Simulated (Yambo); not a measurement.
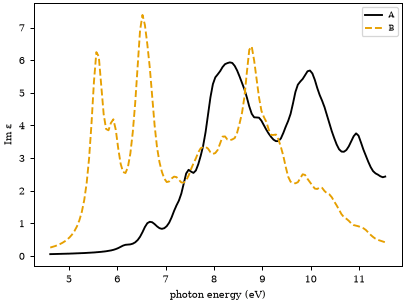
Fig. 1. Two computed absorption spectra of KI (rock salt, space group Fm-3m, No. 225) (Yambo, PBEsol bands with the same scissor, field along x)

Which curve includes the electron-hole attraction (BSE)?

Curve B: the attraction moves weight to lower energy (centre of the plotted range 7.8 eV against 9.2 eV). Settings: 8×8×8 mesh, 3 valence and 7 conduction bands, static screening with 40 bands and a 4 Ry block, scissor 2.28 eV, Tamm-Dancoff. The scissor comes from a G0W0 run whose convergence isn't established. Broadening 0.15 eV. The band window holds all transitions up to 12.7 eV. On this mesh the peak heights and the fine structure are mesh artefacts; only the shift of weight is robust.

Spin-orbit coupling is not included.

Geometry relaxed with PBEsol; primitive cell a = b = c = 4.9526 Å, α = β = γ = 60.00°.
